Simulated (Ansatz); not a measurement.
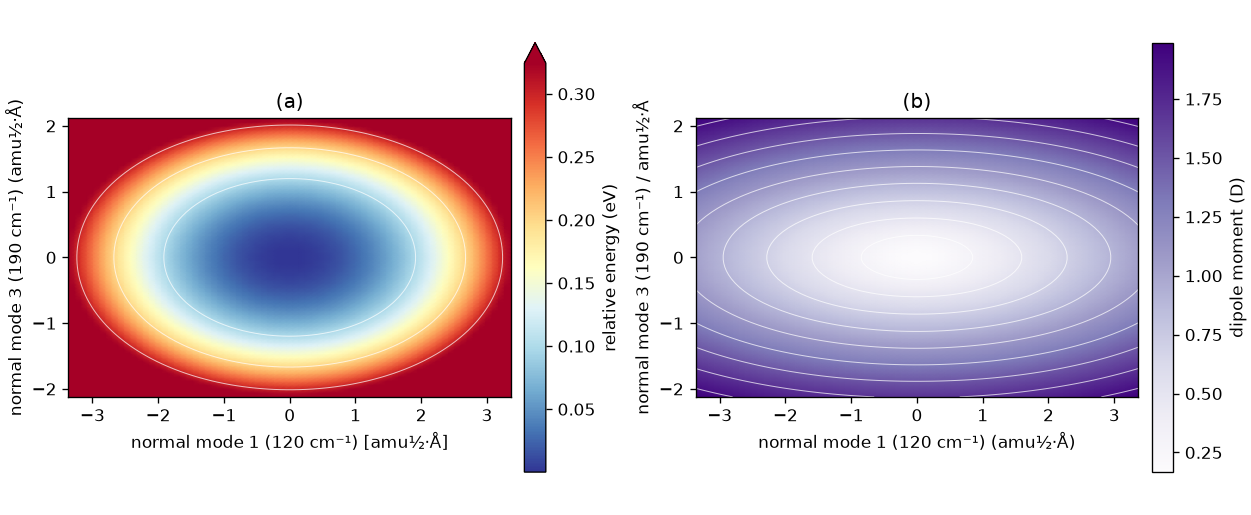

AlCl2Br. Coordinates scanned: (1) normal mode 1 (120 cm⁻¹); (2) normal mode 3 (190 cm⁻¹). Nothing is relaxed (straight displacements along the two mass-weighted modes). The scan uses a 9 × 9 grid; 25 points were computed and 56 follow by symmetry. Energies: eV, counted from the lowest grid point. Level of theory: RKS B3LYP-D4/def2-TZVP (Ansatz 0.2.0).

Panel (a) is the energy; panel (b) is the computed dipole moment, in D.

Drawn: a smooth colour map with a few white contour lines, one colour for all values above the top of the scale. Between grid points the surface is interpolated.

Question: How does the dipole moment vary over the map, and what is it at the lowest grid point?

Answer: Leaving out the highest fifth of the energies, it runs from 0.16 D at normal mode 1 (120 cm⁻¹) = 0.00 amu½·Å, normal mode 3 (190 cm⁻¹) = 0.00 amu½·Å to 1.71 D at normal mode 1 (120 cm⁻¹) = −0.84 amu½·Å, normal mode 3 (190 cm⁻¹) = −2.12 amu½·Å. At the lowest grid point, normal mode 1 (120 cm⁻¹) = 0.00 amu½·Å, normal mode 3 (190 cm⁻¹) = 0.00 amu½·Å, it is 0.16 D.

```tsv
normal mode 3 (190 cm⁻¹) ↓, normal mode 1 (120 cm⁻¹) →	−3.37	−2.52	−1.68	−0.84	0.00	0.84	1.68	2.52	3.37
2.12	1.99	1.86	1.77	1.71	1.69	1.71	1.77	1.86	1.99
1.59	1.64	1.48	1.36	1.29	1.27	1.29	1.36	1.48	1.64
1.06	1.33	1.14	0.99	0.89	0.85	0.89	0.99	1.14	1.33
0.53	1.11	0.88	0.67	0.51	0.45	0.51	0.67	0.88	1.11
0.00	1.03	0.77	0.53	0.30	0.16	0.30	0.53	0.77	1.03
−0.53	1.11	0.88	0.67	0.51	0.45	0.51	0.67	0.88	1.11
−1.06	1.33	1.14	0.99	0.89	0.85	0.89	0.99	1.14	1.33
−1.59	1.64	1.48	1.36	1.29	1.27	1.29	1.36	1.48	1.64
−2.12	1.99	1.86	1.77	1.71	1.69	1.71	1.77	1.86	1.99
```
